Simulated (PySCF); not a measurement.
Consider CH8P2SSi2 (SMILES CS[SiH]1P[SiH2]P1).

Input

```
{"job": {"kind": "nmr", "xc": "PBE0", "basis": "pcSseg-1", "every": 1, "pop": false}, "charge": 0, "multiplicity": 1}
C     -2.720171    -0.649155    -0.335924
S     -1.647050     0.520091    -1.221389
Si    -0.199355     0.830712     0.325245
P      0.687416    -1.149663     0.977090
Si     2.492751    -0.279529    -0.085475
P      1.710876     1.854645    -0.418947
H     -3.267255    -0.121405     0.438777
H     -3.409524    -1.059041    -1.066031
H     -2.114819    -1.441618     0.096432
H     -0.831001     1.575078     1.423603
H      1.048456    -0.664901     2.223862
H      2.688740    -1.008431    -1.337613
H      3.686618    -0.286696     0.759634
H      1.896118     1.855022     0.957368
```

Run with:

```sh
OMP_NUM_THREADS=1 python ens_run.py task.json out
```

Geometry: GFN2-xTB, coordinate held.

Computed with PBE0/pcSseg-1, SCF density, gas phase, non-relativistic (PySCF).

Predict the electron density and electron localisation function between the atoms.

Answer. C–S (1.82 Å): ρ at the midpoint is about 1.2 e/Å³; the ELF peaks at about 0.90 between the atoms; a covalent bond.
Si–S (2.14 Å): ρ is about 0.85 e/Å³ halfway; the ELF peaks at about 0.90 between the atoms; a covalent bond.
C–H (1.08 Å): the density is about 2 e/Å³ at the midpoint; the ELF climbs to about 1 towards the hydrogen, as it does in any bond to H; an ordinary covalent bond to hydrogen.

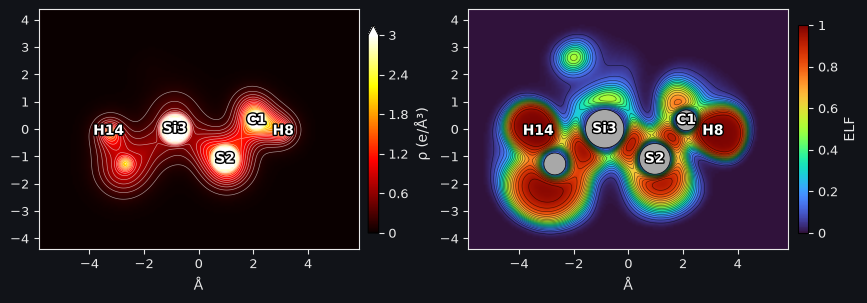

Computed electron density and electron localisation function on the plane of atoms C1, S2 and Si3, in this order. Grey discs cover the atomic cores in the ELF map. 
